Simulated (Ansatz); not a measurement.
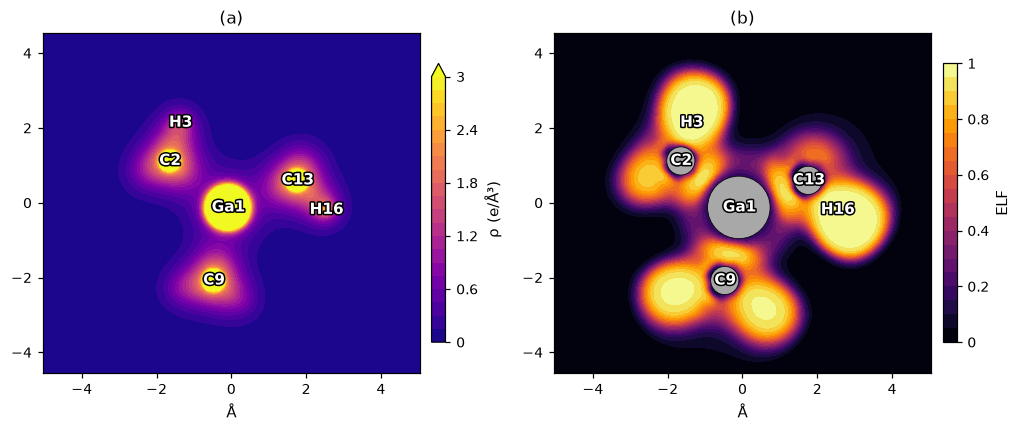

*C$_{4}$H$_{11}$Ga···HF. (a) total electron density; (b) ELF on the plane of atoms C9, Ga1 and C13. Grey discs cover the atomic cores in the ELF map.*

These are results of RKS PBE/def2-SVP (Ansatz 0.2.0), not measurements.

```xyz
18

Ga   -0.0368    0.0752    0.0956
C    -0.0032    0.0800    2.0872
H    -0.9757   -0.2688    2.4974
H     0.7928   -0.6268    2.4297
C     0.3291    1.4701    2.6597
H     0.4516    1.4565    3.7666
H     1.2732    1.8793    2.2375
H    -0.4741    2.2034    2.4324
C     1.7079    0.1235   -0.8607
H     2.0082   -0.9182   -1.1085
H     1.6539    0.6864   -1.8146
H     2.5107    0.5622   -0.2349
C    -1.7774    0.1406   -0.8673
H    -2.3658   -0.7729   -0.6297
H    -2.3766    1.0091   -0.5211
H    -1.6655    0.2070   -1.9679
F    -0.1658   -2.6962    0.9158
H    -0.0476   -2.1948    1.6956
```

Interpret the plot.

Answer.
- Atoms in the plane: Ga, C and H.
- C–Ga (1.99 Å): the density is about 0.76 e/Å³ at the midpoint; the ELF peaks at about 0.90 in the valence shell of C, 0.7 Å from its nucleus, and is about 0.55 at the midpoint.
- C–H (1.11 Å): ρ at the midpoint is about 1.9 e/Å³; the ELF climbs to about 1 towards the hydrogen, as it does in any bond to H (an ordinary covalent bond to hydrogen).
